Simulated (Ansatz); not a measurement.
**FCI/6-311G run of HO− (hydroxide)**

Aim: the vertical ionisation energy of HO− (hydroxide) at FCI/6-311G, from 2 runs. 

The calculation is run with Ansatz 0.2.0.

## 1. The structure to begin with

The species is HO− (2 atoms), typed as a singlet with charge -1. As SMILES, `[OH-]`. Geometry: relaxed at PBE0-D4/def2-TZVPD.

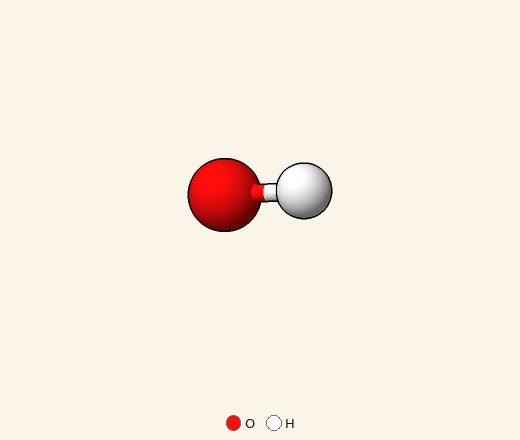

Viewed from a chosen angle; oxygen red, hydrogen white.

## 2. Energy and forces at FCI/6-311G

Input file molecule.yaml:

```yaml
basis:
  gaussian:
    orbitals: 6-311G.json
crystal:
  periodic: [false, false, false]
  atoms:
    - {symbol: O, position_ang: [0.411800, -0.131800, 0.212500]}
    - {symbol: H, position_ang: [-0.411800, 0.131800, -0.212500]}
output: {forces: true}
total_charge: -1
correlation:
  method: fci
  electrons: outside_noble_gas
hamiltonian:
  pseudopotentials: {relativity: none}
accuracy: high
```

The basis set 6-311G is read from a file made from the Basis Set Exchange's data (not shown).

Command:

```sh
ansatz run molecule.yaml --threads 1 --pin off --max-ram 2610MiB --events-out events.jsonl --progress --plain --runs-dir runs
```

The log of the run:

```text
Warning: RAYON_NUM_THREADS=1 ignored (pool sized by the plan → 1); use --threads N
Functional definition: HF
  name "HF"
  exchange = exact_x
  correlation = 0
286 factors; integrals over basis functions are off by at most 3.4e-9 eV
mean field evaluation 1: about -2049.6814 eV, gradient 1.5e1 eV
mean field evaluation 2: about -2049.6904 eV, gradient 1.5e1 eV
mean field evaluation 4: about -2050.1641 eV, gradient 1.9e0 eV
mean field evaluation 8: about -2050.1711 eV, gradient 2.3e-4 eV
mean field -2050.17106905 eV, -75.3423971317 hartree, gradient 3.3e-8 eV, S^2 0.000000; 0 other end points of the search recorded, 0 dependent functions left out
1 core orbitals not correlated: weight in the atoms' cores, before any rotation towards them, 1.000 or more for the frozen orbitals, at most 0.000 for the correlated occupied ones
reference -2050.17106905 eV, -75.3423971317 hartree; 4, 4 occupied and 11, 11 virtual orbitals, 286 factors
state -2054.14442951 eV, -75.4884154355 hartree
the calculation of the forces begins
mean field evaluation 16: about -2050.1711 eV, gradient 3.3e-8 eV
Total energy: -2054.14442951 eV, -75.4884154355 hartree
Atom 0 at     0.411800    -0.131800     0.212500 Å, force     1.394178    -0.446218     0.719434 eV/Å
Atom 1 at    -0.411800     0.131800    -0.212500 Å, force    -1.394178     0.446218    -0.719434 eV/Å
Dipole moment:    -0.292672     0.093672    -0.151027 e Å
```

Run time: 1.9 s. Hardware: 1 thread of Arm Neoverse V2, shared host.

## 3. Doublet neutral HO, same level

Edit molecule.yaml of step 2 so:

```diff
@@ -9,3 +9,5 @@
 output: {forces: true}
-total_charge: -1
+magnetization:
+  spin_polarized: true
+  initial_magnetization: 1
 correlation:
```

The basis set 6-311G is read from a file made from the Basis Set Exchange's data (not shown).

Command:

```sh
ansatz run molecule.yaml --threads 1 --pin off --max-ram 2610MiB --events-out events.jsonl --progress --plain --runs-dir runs
```

The log of the run, cut to the lines that bear on the results:

```text
Warning: RAYON_NUM_THREADS=1 ignored (pool sized by the plan → 1); use --threads N
Functional definition: HF
  name "HF"
[...]
286 factors; integrals over basis functions are off by at most 3.4e-9 eV
[...]
mean field -2051.37948021 eV, -75.3868054228 hartree, gradient 3.0e-8 eV, S^2 0.754079; 2 other end points of the search recorded, 0 dependent functions left out
1 core orbitals not correlated: weight in the atoms' cores, before any rotation towards them, 1.000 or more for the frozen orbitals, at most 0.000 for the correlated occupied ones
reference -2051.34094684 eV, -75.3853893474 hartree; 4, 3 occupied and 11, 12 virtual orbitals, 286 factors
state -2054.36625921 eV, -75.4965675265 hartree
[...]
Total energy: -2054.36625921 eV, -75.4965675265 hartree
Atom 0 at     0.411800    -0.131800     0.212500 Å, force     1.118942    -0.358127     0.577405 eV/Å
Atom 1 at    -0.411800     0.131800    -0.212500 Å, force    -1.118942     0.358127    -0.577405 eV/Å
Dipole moment:    -0.358682     0.114799    -0.185090 e Å
```

It took 1.6 s on 1 thread of Arm Neoverse V2, shared host.

## 4. Results

Level: FCI/6-311G, 1 core orbital frozen.

```
                                                      quantity         value
                                     singlet HO−: total energy  -75.48842 Eh
       singlet HO−: correlation energy (1 core orbital frozen)    -146.0 mEh
                         singlet HO−: largest force on an atom    1.631 eV/Å
                              doublet neutral HO: total energy  -75.49657 Eh
        doublet neutral HO: dipole moment (correlated density)        2.02 D
doublet neutral HO: correlation energy (1 core orbital frozen)    -111.2 mEh
                  doublet neutral HO: largest force on an atom    1.309 eV/Å
           vertical ionisation energy (to the doublet neutral)     -0.222 eV
```

In words: The species is unbound against losing an electron at this level, by 0.22 eV (−5.1 kcal/mol); missing correlation or diffuse functions can give that sign where the real anion is bound. The largest force (singlet HO−) is 1.63 eV/Å: the shape isn't a stationary point for this species at this level.
